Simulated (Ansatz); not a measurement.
# FGeH3O2: molecular dynamics

Aim: follow the molecule's vibrations and see whether its bonds hold. The start is relaxed first. Runs: 300 steps of 0.25 fs under a Langevin thermostat at 1500 K. SMILES of the start: [OH][GeH]([OH])[F].

Method: RKS PBE0/def2-SVP, in Ansatz 0.2.0.

## 1. Starting point

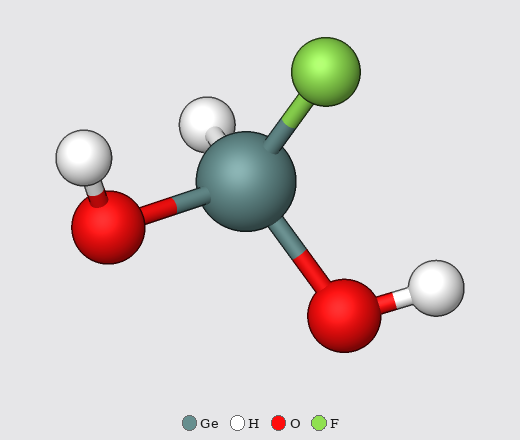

Start, viewed from a free direction; germanium teal, hydrogen white, oxygen red, fluorine green.

Coordinates:

```xyz
7

Ge    0.0000    0.0000    0.0000
H     0.0000    0.0000    1.5500
O     1.6691    0.0000   -0.5894
H     1.9855   -0.9521   -0.7061
O    -0.8337    1.4443   -0.5894
H    -1.7915    1.2136   -0.8118
F    -0.7913   -1.3709   -0.5594
```

## 2. Preparing the start

input.yaml reads:

```yaml
crystal:
  periodic: [false, false, false]
  atoms:
    - { symbol: Ge, position_ang: [0.0, 0.0, 0.0] }
    - { symbol: H, position_ang: [0.0, 0.0, 1.55] }
    - { symbol: O, position_ang: [1.6691, 0.0, -0.5894] }
    - { symbol: H, position_ang: [1.9855, -0.9521, -0.7061] }
    - { symbol: O, position_ang: [-0.8337, 1.4443, -0.5894] }
    - { symbol: H, position_ang: [-1.7915, 1.2136, -0.8118] }
    - { symbol: F, position_ang: [-0.7913, -1.3709, -0.5594] }
basis:
  gaussian: { orbitals: def2-SVP }
hamiltonian:
  xc: pbe0
relax:
  f_tol: 0.02
  max_steps: 40
```

The run is started by

```sh
ansatz run input.yaml --threads 1 --pin off --max-ram 2048MiB --backend cpu --events-out ev --progress --plain --runs-dir out
```

The log of the run (excerpt; [...] marks lines left out):

```text
Warning: RAYON_NUM_THREADS=1 ignored (pool sized by the plan → 1); use --threads N
[...]
Functional definition: PBE0
[...]
917 factors; integrals over basis functions are off by at most 3.5e-4 eV
[...]
mean field -63353.44539863 eV, -2328.1961758922 hartree, gradient 1.4e-5 eV, S^2 0.000000; 0 other end points of the search recorded, 0 dependent functions left out
[...]
reference -63353.44542013 eV, -2328.1961766820 hartree; 30, 30 occupied and 59, 59 virtual orbitals, 917 factors
relax step   1: F+E_penalty+E_count = -63353.44539863 eV  Δ(F+E_penalty+E_count) = +0.000e0 eV  max|allowed force component| = 2.055e0 eV/Å  Δτ_max = 0.0000 Å  (25 SCF iters, accepted)
[...]
relax step   3: F+E_penalty+E_count = -63353.64237210 eV  Δ(F+E_penalty+E_count) = -2.690e-2 eV  max|allowed force component| = 2.279e-1 eV/Å  Δτ_max = 0.0250 Å  (29 SCF iters, accepted)
[...]
relax step   5: F+E_penalty+E_count = -63353.64585498 eV  Δ(F+E_penalty+E_count) = -3.483e-3 eV  max|allowed force component| = 4.049e-2 eV/Å  Δτ_max = 0.0166 Å  (28 SCF iters, accepted)
[...]
relax step   7: F+E_penalty+E_count = -63353.68065549 eV  Δ(F+E_penalty+E_count) = -2.874e-2 eV  max|allowed force component| = 2.515e-1 eV/Å  Δτ_max = 0.1500 Å  (33 SCF iters, accepted)
[...]
relax step   9: F+E_penalty+E_count = -63353.70937077 eV  Δ(F+E_penalty+E_count) = -2.654e-3 eV  max|allowed force component| = 1.312e-1 eV/Å  Δτ_max = 0.0321 Å  (29 SCF iters, accepted)
[...]
relax step  10: F+E_penalty+E_count = -63353.72052364 eV  Δ(F+E_penalty+E_count) = -1.115e-2 eV  max|allowed force component| = 3.594e-1 eV/Å  Δτ_max = 0.1993 Å  (28 SCF iters, accepted)
[...]
relax step  11: F+E_penalty+E_count = -63353.73708270 eV  Δ(F+E_penalty+E_count) = -1.656e-2 eV  max|allowed force component| = 2.143e-1 eV/Å  Δτ_max = 0.2000 Å  (34 SCF iters, accepted)
[...]
917 factors; integrals over basis functions are off by at most 8.9e-4 eV
```

## 3. More of the same log: start relaxed

Output, continued (excerpt; [...] marks lines left out):

```text
mean field -63353.73909813 eV, -2328.2069691496 hartree, gradient 1.3e-5 eV, S^2 0.000000; 0 other end points of the search recorded, 0 dependent functions left out
[...]
reference -63353.73911977 eV, -2328.2069699450 hartree; 30, 30 occupied and 59, 59 virtual orbitals, 917 factors
relax step  12: F+E_penalty+E_count = -63353.73909813 eV  Δ(F+E_penalty+E_count) = -2.015e-3 eV  max|allowed force component| = 1.779e-1 eV/Å  Δτ_max = 0.0380 Å  (28 SCF iters, accepted)
[...]
relax step  18: F+E_penalty+E_count = -63353.74222593 eV  Δ(F+E_penalty+E_count) = +1.305e-5 eV  max|allowed force component| = 5.004e-2 eV/Å  Δτ_max = 0.0042 Å  (22 SCF iters, rejected (line search))
[...]
relax step  19: F+E_penalty+E_count = -63353.74230538 eV  Δ(F+E_penalty+E_count) = -6.640e-5 eV  max|allowed force component| = 3.484e-3 eV/Å  Δτ_max = 0.0021 Å  (23 SCF iters, accepted)
[...]
reference -63353.74232696 eV, -2328.2070878067 hartree; 30, 30 occupied and 59, 59 virtual orbitals, 917 factors
Total energy: -63353.74232696 eV, -2328.2070878067 hartree
Atom 0 at    -0.076941    -0.049297     0.188776 Å, force     0.002455     0.000591    -0.003484 eV/Å
Atom 1 at     0.005841    -0.029161     1.707653 Å, force    -0.000311     0.000270     0.000479 eV/Å
Atom 2 at     1.450796     0.087311    -0.673990 Å, force    -0.002983     0.000681     0.001832 eV/Å
Atom 3 at     1.762434    -0.764686    -1.001014 Å, force     0.000155    -0.001297    -0.000266 eV/Å
Atom 4 at    -1.132172     1.244064    -0.333485 Å, force    -0.000592    -0.000188     0.001735 eV/Å
Atom 5 at    -1.054763     1.431503    -1.276300 Å, force     0.000821    -0.000929    -0.000254 eV/Å
Atom 6 at    -0.717094    -1.584835    -0.317740 Å, force     0.000455     0.000872    -0.000042 eV/Å
Dipole moment:     0.224994    -0.031475    -0.084908 e Å
```

Run time: 32 s. Hardware: 1 thread of AMD EPYC 9R45 (Zen 5), shared host; peak memory 0.2 GiB.

The steps of the relaxation:

```
step  energy from step 1 (eV)  largest force component (eV/Å)
   1                   0.0000                          2.0554
   2                  -0.1701                          1.0720
   3                  -0.1970                          0.2279
  4x                  -0.1968                          0.5761
   5                  -0.2005                          0.0405
   6                  -0.2065                          0.3364
   7                  -0.2353                          0.2515
   8                  -0.2613                          0.1409
   9                  -0.2640                          0.1312
  10                  -0.2751                          0.3594
  11                  -0.2917                          0.2143
  12                  -0.2937                          0.1779
  13                  -0.2949                          0.2202
  14                  -0.2952                          0.0711
  15                  -0.2965                          0.0163
  16                  -0.2967                          0.1156
  17                  -0.2968                          0.0381
 18x                  -0.2968                          0.0500
  19                  -0.2969                          0.0035
```

Step 1 is the start. 2 steps were tried and not accepted (marked x).

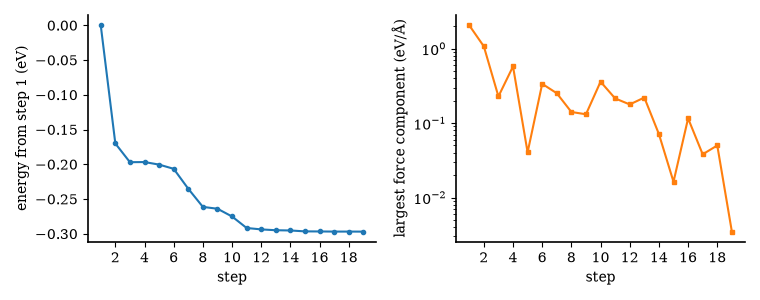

How energy and force went from step to step.

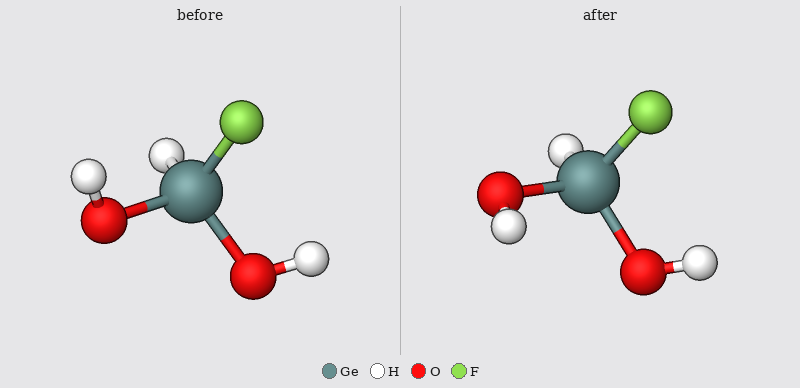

Before and after, at one scale.

After: Bond lengths: Ge1–H2 1.521 Å, Ge1–O3 1.760 Å, O3–H4 0.964 Å, Ge1–O5 1.749 Å, O5–H6 0.964 Å, Ge1–F7 1.739 Å. Angles: H2–Ge1–O3 116.2°, H2–Ge1–O5 108.7°, H2–Ge1–F7 108.8°, O3–Ge1–O5 108.7°, O3–Ge1–F7 104.2°, O5–Ge1–F7 110.1°, Ge1–O3–H4 112.2°, Ge1–O5–H6 112.8°.

## 4. The run

300 steps of 0.25 fs under a Langevin thermostat at 1500 K, from the relaxed start.

input.yaml reads:

```yaml
crystal:
  periodic: [false, false, false]
  atoms:
    - { symbol: Ge, position_ang: [-0.076941, -0.049297, 0.188776] }
    - { symbol: H, position_ang: [0.005841, -0.029161, 1.707653] }
    - { symbol: O, position_ang: [1.450796, 0.087311, -0.67399] }
    - { symbol: H, position_ang: [1.762434, -0.764686, -1.001014] }
    - { symbol: O, position_ang: [-1.132172, 1.244064, -0.333485] }
    - { symbol: H, position_ang: [-1.054763, 1.431503, -1.2763] }
    - { symbol: F, position_ang: [-0.717094, -1.584835, -0.31774] }
basis:
  gaussian: { orbitals: def2-SVP }
hamiltonian:
  xc: pbe0
md:
  timestep: 0.25
  n_steps: 300
  ensemble: nvt_langevin
  temperature: 1500.0
  initial_velocities: maxwell_boltzmann
  seed: 363899
  friction: 0.001
```

The run is started by

```sh
ansatz run input.yaml --threads 1 --pin off --max-ram 2048MiB --backend cpu --events-out ev --progress --plain --runs-dir out
```

The log of the run (excerpt; [...] marks lines left out):

```text
Warning: RAYON_NUM_THREADS=1 ignored (pool sized by the plan → 1); use --threads N
[...]
[... 1 set-up line as earlier in the session ...]
[...]
918 factors; integrals over basis functions are off by at most 3.4e-4 eV
[...]
mean field -63353.74230998 eV, -2328.2070871830 hartree, gradient 7.1e-5 eV, S^2 0.000000; 0 other end points of the search recorded, 0 dependent functions left out
[...]
reference -63353.74233157 eV, -2328.2070879761 hartree; 30, 30 occupied and 59, 59 virtual orbitals, 918 factors
md step     0: t =     0.00 fs  T =  1285.7 K  F+E_penalty+E_count = -63353.74230998 eV  E_kin = 1.163340 eV  (24 SCF iters)
[...]
md step    22: t =     5.50 fs  T =   793.8 K  F+E_penalty+E_count = -63353.24914208 eV  E_kin = 0.718267 eV  (30 SCF iters)
[...]
md step    44: t =    11.00 fs  T =   472.2 K  F+E_penalty+E_count = -63352.93395184 eV  E_kin = 0.427247 eV  (30 SCF iters)
[...]
md step    66: t =    16.50 fs  T =   771.8 K  F+E_penalty+E_count = -63353.18697639 eV  E_kin = 0.698308 eV  (30 SCF iters)
[...]
md step    87: t =    21.75 fs  T =   866.8 K  F+E_penalty+E_count = -63353.25175835 eV  E_kin = 0.784262 eV  (29 SCF iters)
md step    88: t =    22.00 fs  T =   870.9 K  F+E_penalty+E_count = -63353.23356966 eV  E_kin = 0.787984 eV  (30 SCF iters)
```

## 5. The log goes on: dynamics from the start

The log, continued (excerpt; [...] marks lines left out):

```text
md step    89: t =    22.25 fs  T =   867.1 K  F+E_penalty+E_count = -63353.21249991 eV  E_kin = 0.784588 eV  (31 SCF iters)
[...]
md step   118: t =    29.50 fs  T =   567.5 K  F+E_penalty+E_count = -63352.94542529 eV  E_kin = 0.513452 eV  (31 SCF iters)
[...]
md step   147: t =    36.75 fs  T =   348.0 K  F+E_penalty+E_count = -63352.72690771 eV  E_kin = 0.314889 eV  (31 SCF iters)
[...]
md step   176: t =    44.00 fs  T =   896.2 K  F+E_penalty+E_count = -63353.20890581 eV  E_kin = 0.810873 eV  (29 SCF iters)
[...]
md step   204: t =    51.00 fs  T =   599.3 K  F+E_penalty+E_count = -63353.06608825 eV  E_kin = 0.542225 eV  (30 SCF iters)
md step   205: t =    51.25 fs  T =   609.5 K  F+E_penalty+E_count = -63353.07857116 eV  E_kin = 0.551505 eV  (30 SCF iters)
```

## 6. The log goes on: dynamics from the start

The log, continued (excerpt; [...] marks lines left out):

```text
md step   206: t =    51.50 fs  T =   613.1 K  F+E_penalty+E_count = -63353.08767427 eV  E_kin = 0.554724 eV  (30 SCF iters)
[...]
md step   229: t =    57.25 fs  T =   721.4 K  F+E_penalty+E_count = -63353.14117589 eV  E_kin = 0.652739 eV  (30 SCF iters)
[...]
md step   252: t =    63.00 fs  T =  1040.5 K  F+E_penalty+E_count = -63353.35022666 eV  E_kin = 0.941434 eV  (28 SCF iters)
[...]
md step   275: t =    68.75 fs  T =  1041.1 K  F+E_penalty+E_count = -63353.38967108 eV  E_kin = 0.942013 eV  (30 SCF iters)
[...]
md step   298: t =    74.50 fs  T =   875.5 K  F+E_penalty+E_count = -63353.19954697 eV  E_kin = 0.792193 eV  (31 SCF iters)
md step   299: t =    74.75 fs  T =   832.9 K  F+E_penalty+E_count = -63353.17170433 eV  E_kin = 0.753603 eV  (30 SCF iters)
[...]
md step   300: t =    75.00 fs  T =   822.3 K  F+E_penalty+E_count = -63353.14687296 eV  E_kin = 0.744053 eV  (26 SCF iters)
Total energy: -63353.14689456 eV, -2328.1852060699 hartree
Atom 0 at    -0.083635    -0.030264     0.231576 Å, force     0.236049    -1.597157    -2.489031 eV/Å
Atom 1 at     0.034948     0.634071     1.535700 Å, force     0.352745    -0.308114     1.456367 eV/Å
Atom 2 at     1.346157     0.191184    -0.867426 Å, force    -0.118128    -1.106958     0.765823 eV/Å
Atom 3 at     2.048339    -0.500143    -0.918348 Å, force    -0.977890     0.682280     0.219588 eV/Å
Atom 4 at    -1.271385     1.002711    -0.476514 Å, force    -0.303201     1.600359    -2.542395 eV/Å
Atom 5 at    -1.067627     1.430625    -1.377444 Å, force    -0.365445    -1.300344     2.117248 eV/Å
Atom 6 at    -0.764809    -1.722019     0.089864 Å, force     1.175871     2.029934     0.472400 eV/Å
Dipole moment:     0.489227     0.131990     0.053377 e Å
```

It took 8.2 min on 1 thread of AMD EPYC 9R45 (Zen 5), shared host; peak memory 0.19 GiB.

## 7. What the atoms did

One step in 12; energies are changes from step 0:

```
time (fs)  T (K)  potential energy change (meV/atom)
      0.0   1286                                 0.0
      3.0   1138                                26.7
      6.0    725                                79.5
      9.0    633                                92.0
     12.0    537                               107.2
     15.0    538                               109.6
     18.0    799                                71.2
     21.0    877                                66.3
     24.0    759                                87.5
     27.0    713                                97.0
     30.0    538                               119.3
     33.0    302                               153.1
     36.0    341                               147.9
     39.0    609                               112.9
     42.0    828                                88.8
     45.0    825                                85.9
     48.0    793                                84.1
     51.0    599                                96.6
     54.0    568                               103.0
     57.0    731                                84.5
     60.0    936                                57.1
     63.0   1040                                56.0
     66.0   1086                                54.0
     69.0   1048                                48.1
     72.0    958                                63.2
     75.0    822                                85.1
```

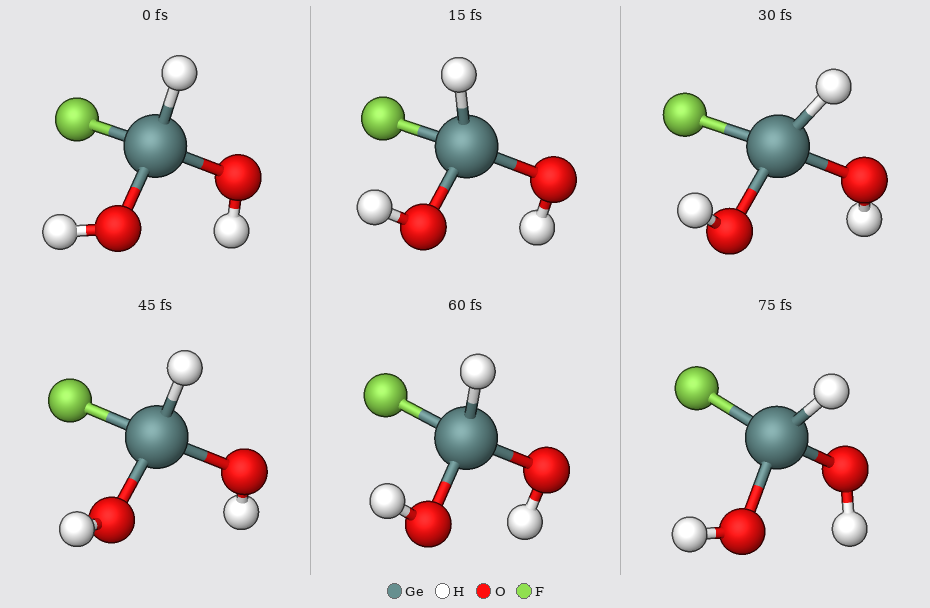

The system at six times, viewed from a chosen angle. Sticks join atoms within a bonding distance in each frame.

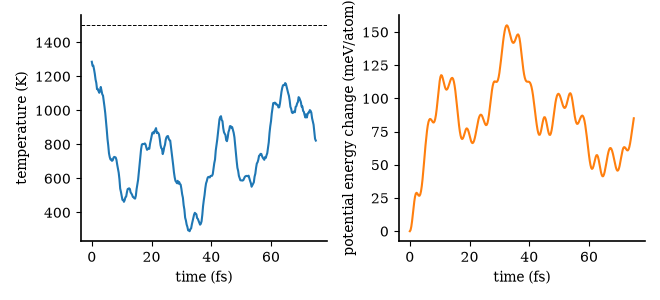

Time series of the run, each on its own scale. The dashed line is the set temperature.

## 8. Positions and forces

Positions (Å) and forces (eV/Å):

```xyz
7
time_fs=9.5 T=540 dE=0.7215
Ge   -0.106   -0.041    0.170    1.298    0.746    1.488
H     0.255   -0.529    1.589   -0.489    1.192    0.372
O     1.385    0.015   -0.701   -0.016    2.262   -0.942
H     1.942   -0.736   -0.693    0.688   -1.331    0.140
O    -1.110    1.326   -0.320    0.349   -0.790    2.889
H    -1.114    1.330   -1.244   -0.102    0.249   -2.679
F    -0.594   -1.579   -0.256   -1.728   -2.328   -1.268
7
time_fs=18.8 T=774 dE=0.5363
Ge   -0.120   -0.017    0.165    0.631   -0.582    1.247
H     0.135   -0.270    1.706   -0.380    0.774   -0.707
O     1.361   -0.018   -0.762   -0.255    1.506   -0.498
H     1.837   -0.694   -0.314    1.216   -1.109    0.210
O    -1.081    1.369   -0.311    0.318   -0.583    2.771
H    -1.231    1.354   -1.219   -0.498    0.145   -2.779
F    -0.540   -1.652   -0.238   -1.032   -0.151   -0.244
7
time_fs=28.0 T=586 dE=0.7815
Ge   -0.133    0.002    0.174    0.780   -1.300   -0.914
H    -0.208    0.459    1.637    0.457   -0.859    0.158
O     1.370   -0.030   -0.823   -1.351    1.045    0.611
H     1.940   -0.575   -0.299    1.056   -0.774    0.200
O    -1.075    1.385   -0.298    0.446   -0.488    2.413
H    -1.387    1.473   -1.149   -1.061    0.340   -3.278
F    -0.524   -1.739   -0.222   -0.327    2.036    0.810
7
time_fs=37.5 T=472 dE=0.9204
Ge   -0.142   -0.005    0.171    1.331   -0.727   -0.603
H    -0.252    0.595    1.605    0.538   -1.139   -0.014
O     1.355   -0.036   -0.825   -1.511    1.146    0.173
H     2.206   -0.417   -0.641    0.204   -0.455    0.569
O    -1.106    1.392   -0.308    0.497   -0.946    1.485
H    -1.444    1.571   -1.151   -0.645    0.211   -2.258
F    -0.522   -1.746   -0.158   -0.415    1.910    0.648
7
time_fs=47.0 T=901 dE=0.5078
Ge   -0.134   -0.021    0.163    0.775    0.943    0.594
H     0.076   -0.047    1.691   -0.220    0.550   -0.246
O     1.302   -0.005   -0.805   -0.027    1.155   -0.896
H     2.176   -0.373   -0.724    0.004   -0.346    0.478
O    -1.152    1.369   -0.358    0.482   -1.301    0.672
H    -1.346    1.462   -1.295    0.160   -0.198   -0.184
F    -0.520   -1.670   -0.062   -1.174   -0.802   -0.419
7
time_fs=56.2 T=736 dE=0.5665
Ge   -0.118   -0.026    0.166   -0.267    1.339    1.652
H     0.227   -0.273    1.628   -0.147    1.045    0.466
O     1.275    0.066   -0.811    2.136   -0.022   -0.859
H     1.986   -0.516   -0.472   -0.574    0.468   -0.443
O    -1.190    1.281   -0.389    0.481   -1.121   -0.781
H    -1.118    1.224   -1.373   -0.239    0.366    0.903
F    -0.566   -1.637    0.005   -1.389   -2.075   -0.939
7
time_fs=65.5 T=1121 dE=0.3329
Ge   -0.105   -0.024    0.192    0.685   -0.399    1.421
H     0.243    0.280    1.712   -0.358   -0.393   -0.889
O     1.315    0.143   -0.859    0.133   -1.382    1.040
H     1.806   -0.609   -0.451    0.441    0.681   -1.008
O    -1.212    1.132   -0.412   -0.580    0.766   -2.137
H    -1.010    1.235   -1.388   -0.538   -0.002    1.520
F    -0.665   -1.687    0.042    0.217    0.728    0.054
7
time_fs=75.0 T=822 dE=0.5954
Ge   -0.084   -0.030    0.232    0.236   -1.597   -2.489
H     0.035    0.634    1.536    0.353   -0.308    1.456
O     1.346    0.191   -0.867   -0.118   -1.107    0.766
H     2.048   -0.500   -0.918   -0.978    0.682    0.220
O    -1.271    1.003   -0.476   -0.303    1.600   -2.542
H    -1.068    1.431   -1.377   -0.365   -1.300    2.117
F    -0.765   -1.722    0.090    1.176    2.030    0.472
```

## 9. What came out

| quantity | value |
| --- | --- |
| relaxation of the start | 16 moves, 0.297 eV lower |
| length | 300 steps of 0.25 fs |
| temperature, first and last step | 1286 and 822 K |
| temperature, second half | mean 841 K, from 472 to 1160 K |
| potential energy, second half | +77 meV/atom from the start |
| bonds formed or broken | 0 |

In words: Against a set 1500 K the second half averages 841 K with a spread of 185 K; 77 meV/atom has gone into potential energy, and a thermostat that acts over some 1000 fs has not made it up in 75 fs. The bonding pattern survives the run. 75 fs on 7 atoms is far too short and small for converged averages. The nuclei move classically, without zero-point motion, which matters most for hydrogen.
